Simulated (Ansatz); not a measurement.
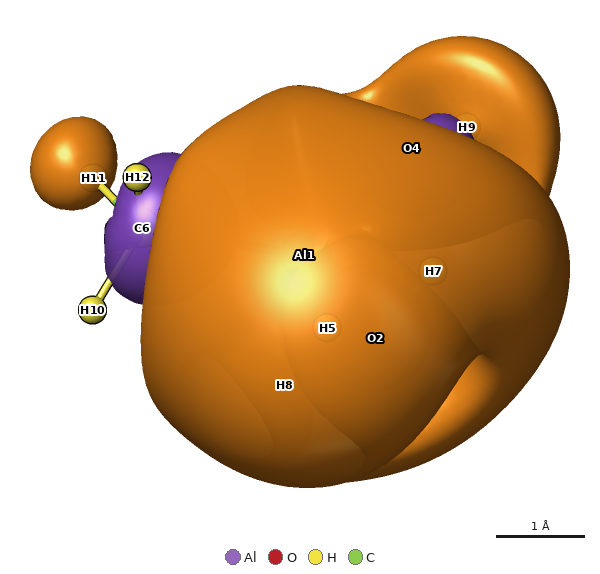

*CH₇AlO₃. One frontier orbital at ±0.06 Å⁻³ᐟ² (orange and purple are the two phases), seen from one side.*

Level of theory: UKS BLYP-D4/6-31G* (Ansatz 0.2.0).

The calculation's input:

```
crystal:
  periodic: [false, false, false]
  atoms:
    - { symbol: Al, position_ang: [0.677434, -0.438946, 0.532236] }
    - { symbol: O, position_ang: [-0.361078, 1.959589, -1.239247] }
    - { symbol: O, position_ang: [1.381138, 0.088122, 2.023463] }
    - { symbol: O, position_ang: [1.755417, -0.969605, -0.711398] }
    - { symbol: H, position_ang: [-1.05029, 1.271625, -1.152056] }
    - { symbol: C, position_ang: [-1.236955, -0.705762, 0.152821] }
    - { symbol: H, position_ang: [0.176931, 1.63898, -1.994967] }
    - { symbol: H, position_ang: [0.831281, 0.504455, 2.71264] }
    - { symbol: H, position_ang: [2.715852, -0.987642, -0.540866] }
    - { symbol: H, position_ang: [-1.884887, 0.101426, 0.535206] }
    - { symbol: H, position_ang: [-1.597337, -1.642825, 0.614729] }
    - { symbol: H, position_ang: [-1.407506, -0.819418, -0.93276] }
magnetization:
  spin_polarized: true
basis:
  gaussian: { orbitals: "6-31G*" }
hamiltonian:
  xc: blyp
  dispersion: d4
relax:
  f_tol: 0.03
  max_steps: 50
output:
  orbitals: {}
```

Launched as:

```sh
ansatz run input.yaml --threads 2 --pin off --max-ram 3072MiB --backend cpu --events-out ev --progress --plain --runs-dir out
```

The fields are those of the run's last geometry, not of the input's.

Question: Which orbital is it: HOMO or LUMO?

Answer: The LUMO, at −0.35 eV. Its weight (Hirshfeld) is mainly on H5 (about 25 %), Al1 (about 20 %), O2 (about 20 %), H7 (about 10 %) and C6 (about 5 %).
